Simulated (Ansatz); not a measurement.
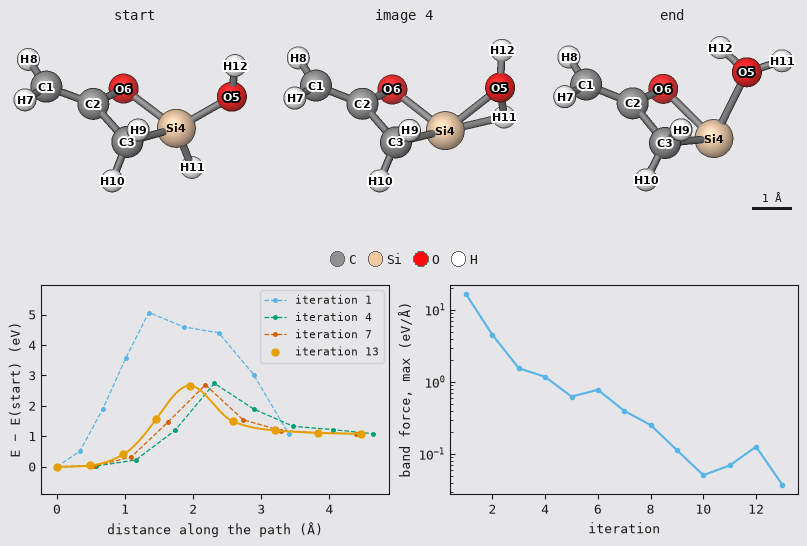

NEB run on C$_{3}$H$_{6}$O$_{2}$Si. Images are numbered from 0 (start) to 8 (end). The plot follows the band through its iterations. Style: ball-and-stick. Shown at a tilt.

All numbers below come from RKS PBE0-D4/6-31G in Ansatz 0.2.0. Settings: 7 movable images; climbing image; force threshold 0.05 eV/Å; iteration limit 60; starting path through a guess of the saddle point.

### How did the profile develop, and is the result final?

The result is final at these settings. The band converged in 13 iterations. The largest component of the band force went from 16 to 0.037 eV/Å. The climbing image converged on the top of the path. Its vibrational analysis gives one imaginary mode (1422i cm⁻¹), as a transition state must have. The first iteration put the highest image at 5.07 eV. The highest point, image 4, lies 2.67 eV above the start and 1.58 eV above the end; the end is at +1.08 eV relative to the start.

Cost: 3.9 min on 1 thread of Intel(R) Xeon(R) 6975P-C (Granite Rapids), on a shared host, peak memory 0.17 GiB.
